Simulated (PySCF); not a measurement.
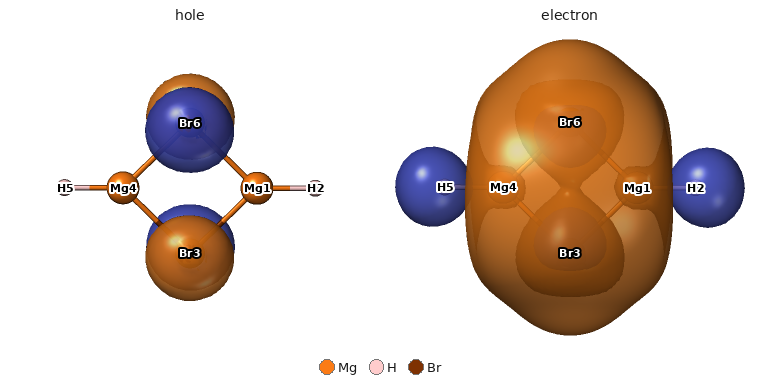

(HMg-mu-Br)2 (Br₂H₂Mg₂). Leading natural transition orbital pair of S₅ (TDA singlet states); the surfaces enclose about 78 % of each orbital's density.

Level of theory: BHandHLYP/def2-SVPD (PySCF), at a geometry from GFN2-xTB. This is a single-reference result, which may miss multireference character in this system. No frequency check shows the geometry to be a minimum. GFN2-xTB bond lengths at metals and heavier atoms can be off by up to 0.1 Å and shapes distorted, which carries into these values.

Give its energy and the atoms that hole and electron lie on.

Answer. 7.32 eV (169 nm), f = 0.000 (dark), partly diffuse acceptor orbital; the leading pair carries 93 %; hole on Br3 and Br6 (46 % each), electron on Mg1 and Mg4 (28 % each) and Br3 and Br6 (19 % each) (atom shares of so diffuse an orbital are rough); their centroids lie 0.0 Å apart. In canonical orbitals it is mainly HOMO−3 → LUMO (87 %). The HOMO–LUMO gap is 8.76 eV.
